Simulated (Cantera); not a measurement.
Input: 1 mol Fe(CO)5, 7.5 mol CO, 0.43 mol N2, at 0.00133 bar.

Method: chemical equilibrium by Gibbs-energy minimisation in Cantera with the NASA 1993 tables (ideal gas, pure condensed phases). Candidate condensed phases: C, Fe, Fe(CO)5, FeO, Fe2O3, Fe3O4; 27 gas species. Condensed phases not in the tables: cementite and carbon dissolved in iron. Rates play no part.

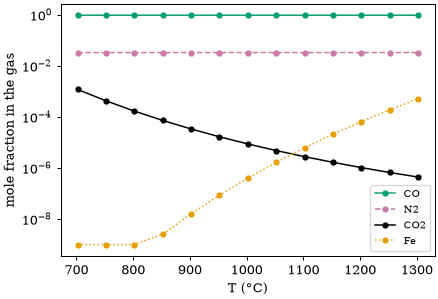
Fig. 1. Equilibrium gas composition (values under 1e-9 drawn at 1e-9)

From 702 °C to 802 °C the condensed part is C(graphite) + Fe(α). From 852 °C to 902 °C the condensed part is Fe(α). From 952 °C to 1302 °C the condensed part is Fe(γ).
